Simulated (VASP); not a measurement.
Band structure of BP (zinc blende). Level of theory: vdW-DF2, VASP's PBE PAW potentials (set 64) (plane waves; VASP).

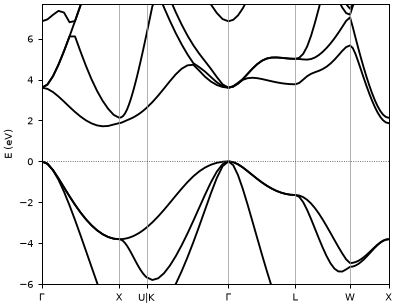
*Bands along high-symmetry lines, zero at the valence-band maximum or, without a gap, the Fermi level*

Task: Read the plot: is there a gap, and where are the band edges?

Result: The gap is indirect, 1.72 eV, from the valence maximum at Γ to the conduction minimum at Γ-X at 0.79. (Edges off the drawn lines would not show.)

The compound is BP in the zinc blende structure. It was relaxed first.
